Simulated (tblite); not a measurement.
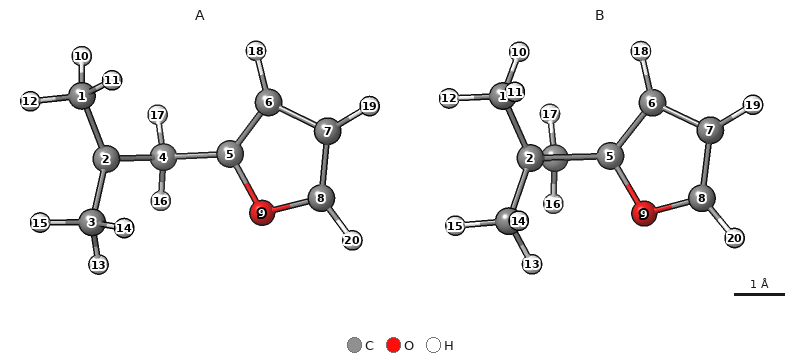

Two geometries of C₈H₁₁O (charge +1), drawn at one scale. One is the start of a relaxation, the other its converged end. A ball-and-stick model, seen face on.

Level of theory: GFN2-xTB geometry optimisation, gas phase in tblite. 

### Which of the two is the end point?

Structure B is the relaxed one. H10 moves most after the best rigid fit: 0.83 Å. By element the largest moves are H 0.83 Å, C 0.50 Å, O 0.39 Å. Some distances before and after: C2–C5 2.524 → 1.652 Å, C8–O9 1.362 → 1.306 Å, C2–C4 1.506 → 1.460 Å, C5–C6 1.373 → 1.417 Å. Bond angles that change, for instance: C2–C4–C5 114.4° → 67.0°, C2–C4–H16 108.2° → 119.0°, C2–C4–H17 108.9° → 119.4°. After 95 geometry steps the energy has fallen by 86.0 kJ/mol.
